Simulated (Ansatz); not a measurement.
FH3NZn (SMILES [NH3+][Zn][F]) (charge +1)

Input file:

```
crystal:
  periodic: [false, false, false]
  atoms:
    - {symbol: F, position_ang: [-4.263546, -2.403155, -2.217705]}
    - {symbol: N, position_ang: [-1.632664, -2.054671, 0.301609]}
    - {symbol: Zn, position_ang: [-3.034628, -2.240192, -1.041172]}
    - {symbol: H, position_ang: [-1.359701, -2.953096, 0.721265]}
    - {symbol: H, position_ang: [-1.908395, -1.449942, 1.086506]}
    - {symbol: H, position_ang: [-0.767743, -1.646922, -0.077128]}
basis:
  gaussian:
    orbitals: def2-TZVPD
total_charge: 1
hamiltonian:
  xc: {name: PBE0}
output: {forces: true, orbitals: {seedname: orbitals}}
```

Command:

```sh
ansatz run input.yaml --threads 1 --pin off --max-ram 2610MiB --events-out events.jsonl --progress --plain --runs-dir runs
```

Geometry: PBE0-D3(BJ)/def2-SVP.

All numbers below come from isolated molecule in a Gaussian basis; Kohn-Sham density functional theory, functional PBE0 (Ansatz).

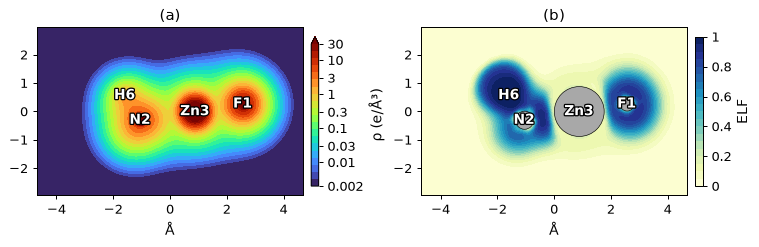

Figure 1. (a) total electron density; (b) ELF on the plane of atoms Zn3, N2 and H6. Grey discs cover the atomic cores in the ELF map.

Question: Interpret the plot.

Answer:
- The plane passes through F, N, Zn and H nuclei.
- Zn–F (1.71 Å): the density is about 0.99 e/Å³ at the midpoint; the ELF peaks at about 0.80 in the valence shell of F, 0.5 Å from its nucleus, and is about 0.15 at the midpoint.
- Zn–N (1.95 Å): ρ at the midpoint is about 0.7 e/Å³; the ELF peaks at about 0.95 in the valence shell of N, 0.6 Å from its nucleus, and is about 0.30 at the midpoint.
- N–H (1.03 Å): ρ is about 2.9 e/Å³ halfway; the ELF climbs to about 1 towards the hydrogen, as it does in any bond to H; a covalent bond by its length.
- The ELF also peaks beside F1, away from the bonds: lone-pair regions.

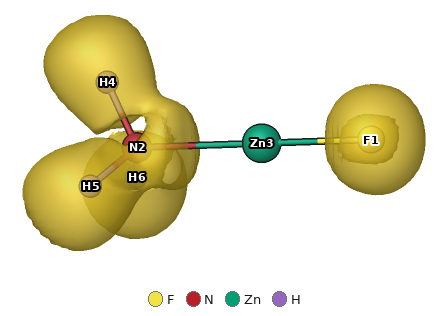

Figure 2. Isosurface of the ELF at 0.75 (yellow), seen at a tilt. Only the valence region is drawn (cores and ρ < 0.01 e/Å³ removed).

Question: Describe the localisation domains.

Answer: At this value the surface marks out one region wrapped around F (its valence shell) and one joined region spread over several atoms (H, N), in which their bonds and any lone pairs are merged.

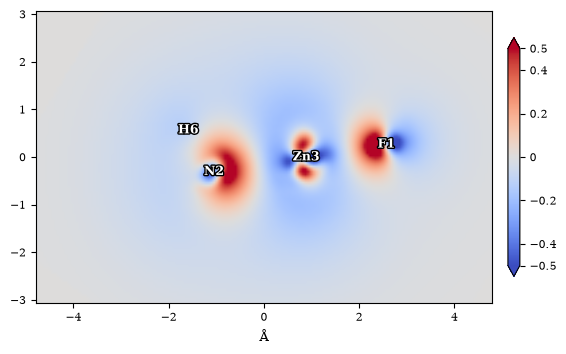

Figure 3. One frontier orbital on the plane of atoms Zn3, N2 and H6 (values in Å⁻³ᐟ²; the overall sign is arbitrary).

Question: Which orbital is it: HOMO or LUMO?

Answer: The LUMO, at −7.21 eV. It lies mainly on Zn3 (about 60 %), N2 (about 15 %) and F1 (about 10 %).
